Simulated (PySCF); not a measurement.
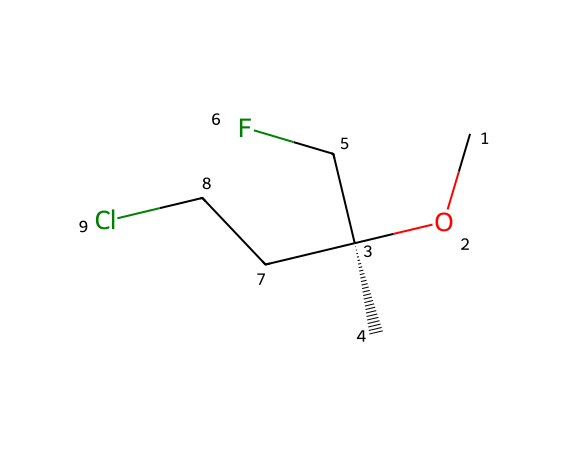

A structural formula, with wedges where it has stereocentres; small numbers name the atoms. The configuration is that of a computed structure (PBE0-D3(BJ)/def2-SVP).

Question: Give the R/S and E/Z labels.

Answer: C3: S.

Question: Give a SMILES with the stereochemistry.

Answer: CO[C@](C)(CF)CCCl
